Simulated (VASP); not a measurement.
Band structure of Dy (hcp). All values below come from optB88-vdW, VASP's PBE PAW potentials (set 64) (plane waves; VASP).

The 4f electrons are frozen in the core of the lanthanide potential, so 4f levels, which can set the real gap, and their magnetism are missing.

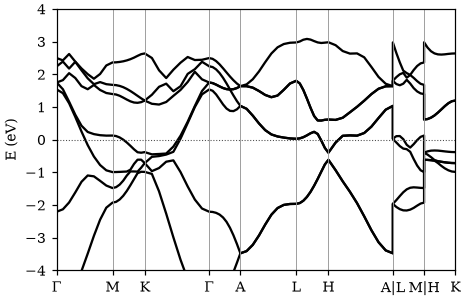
Fig. 1. Bands along high-symmetry lines, zero at the valence-band maximum or, without a gap, the Fermi level

Task: Read the plot: is there a gap, and where are the band edges?

Result: It has no gap at this level: it comes out as a metal or semimetal. (Edges off the drawn lines would not show.)

The compound is Dy in the hcp structure. It was relaxed first.
